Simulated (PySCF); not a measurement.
# C₅H₁₄AlNS: what the fields show

Input file:

```
{"job": {"kind": "nmr", "xc": "PBE0", "basis": "pcSseg-1"}, "charge": 0, "multiplicity": 1}
C     -2.017078     0.899148    -0.754411
C     -1.043684     0.220961     0.208308
N     -1.728761    -0.007443     1.464766
C     -0.555627    -1.130893    -0.336094
C      0.695123    -1.553317     0.423989
S      1.473017    -0.036237     1.096683
Al     2.938716     0.169596    -0.838577
C      0.235386     1.067698     0.362800
H     -1.569327     1.017833    -1.736778
H     -2.914979     0.293890    -0.841041
H     -2.296661     1.880246    -0.377394
H     -1.097541    -0.397818     2.155436
H     -2.105529     0.856979     1.835351
H     -1.341977    -1.875975    -0.222520
H     -0.319764    -1.019581    -1.394450
H      0.473942    -2.198935     1.272420
H      1.425627    -2.046409    -0.224396
H      1.897606    -0.157334    -1.975682
H      3.247533     1.685041    -0.574566
H      3.886618    -0.990106    -0.373243
H      0.609383     1.426056    -0.604324
H      0.097566     1.915985     1.032089
```

Launched as:

```sh
OMP_NUM_THREADS=1 python probes_run.py task.json out
```

Geometry: GFN2-xTB.

The calculation used PBE0/pcSseg-1, SCF density, gas phase, non-relativistic (PySCF 2.14.0).

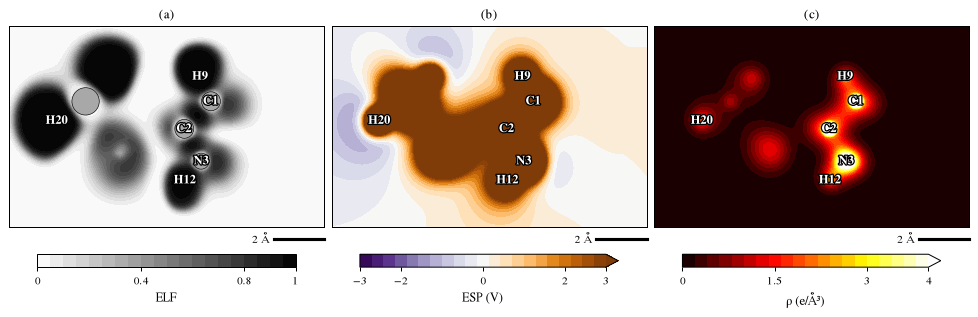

Figure 1. (a) electron localisation function; (b) molecular electrostatic potential; (c) total electron density on the plane of atoms C2, N3 and H12. Grey discs cover the atomic cores in the ELF map.

**Interpret the plot.**

- The section cuts through C, N and H sites.
- C–N (1.45 Å): ρ at the midpoint is about 2 e/Å³; the ELF peaks at about 0.95 between the atoms (localised, covalent bonding).
- C–C (1.53 Å): the density is about 1.6 e/Å³ at the midpoint; the ELF peaks at about 0.95 between the atoms, as expected for a covalent bond.
- N–H (1.01 Å): the density is about 2.8 e/Å³ at the midpoint; the ELF climbs to about 1 towards the hydrogen, as it does in any bond to H: an ordinary covalent bond to hydrogen.
- C–H (1.09 Å): ρ at the midpoint is about 2 e/Å³; the ELF climbs to about 1 towards the hydrogen (an ordinary covalent bond to hydrogen).
- Outside the dense part of the molecule the potential is most negative (−1.2 V) near H20.

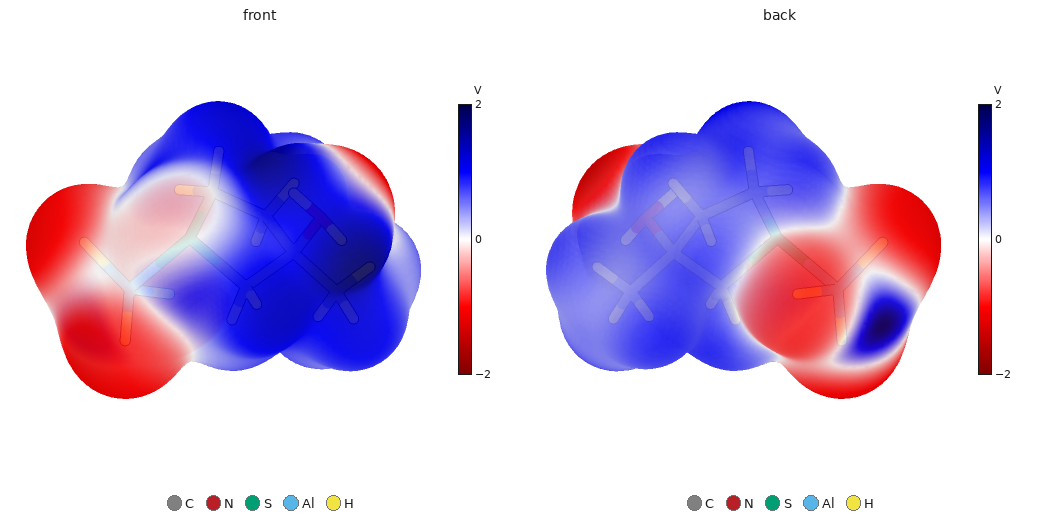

Figure 2. The electrostatic potential painted on the density surface at 0.002 e/bohr³, seen from the front and from behind; the colour scale runs from red (negative) to blue (positive).

**Which sites attract a positive test charge, and which a negative one?**

A positive charge is drawn to the negative regions and a negative charge to the positive ones. The most negative region (about −1.3 V) lies over N3, the most positive (about +1.8 V) over Al7 and H13. N3 is the likeliest acceptor of a hydrogen bond.

**What dipole moment does the calculation give?**

Its dipole moment is 3.93 D.
